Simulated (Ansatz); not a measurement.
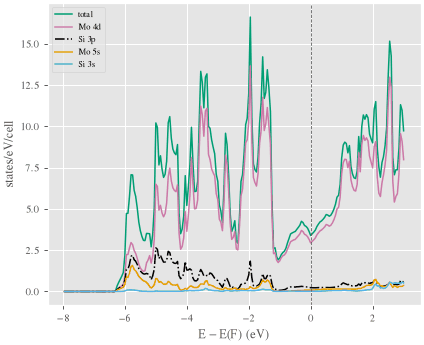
Fig. 1. Total and projected density of states of SiMo3 (A15 (Cr3Si type), Pm-3n), the program Ansatz at the PBE level (PAW)

Which orbitals carry the states next to the Fermi level?

Within 0.5 eV of the Fermi level: Mo 4d 87 %, Si 3p 7 %. Projections are on Löwdin-orthogonalised atomic valence shells; empty p or d shells of many metals are not among them.

Where is the tallest occupied peak in this window, and what makes it?

Near -1.9 eV, about 17 states/eV per cell; the largest projected share is Mo 4d.

Symmetry was held in the PBE relaxation. No spin polarisation was allowed. Spin–orbit coupling is left out wherever it is not named.

Potentials: the later of the program's two PAW sets.
